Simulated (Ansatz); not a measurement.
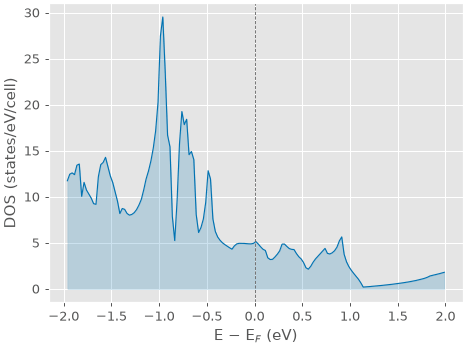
Density of states of LuNi4In (F-43m) near the Fermi level, PBEsol, rigid bands run with Ansatz (a quantum-chemistry and plane-wave program).

Problem. With 6 atoms a cell, what bare Sommerfeld coefficient γ = (π²/3) k_B² N(E_F) follows?

Solution. N(E_F) ≈ 4.9 states/eV a cell at 300 K, so γ ≈ 1.92 mJ/(mol of atoms·K²), before electron-phonon enhancement.

Problem. How far does the Fermi level move in a rigid band for 0.1 electron a cell added or removed?

Solution. 21 meV and -20 meV.

A metal at this level (no band gap); rigid bands, thermally averaged at 300 K, both spins. Spin-orbit coupling is left out, which matters with elements this heavy. Geometry: cell and atoms relaxed with PBEsol.

Computed structure, not matched to a measured one here, so possibly hypothetical: LuNi4In (F-43m). Treated as nonmagnetic (a ferromagnetic start lost its moment, other orders weren't tried): LuNi4In (F-43m).
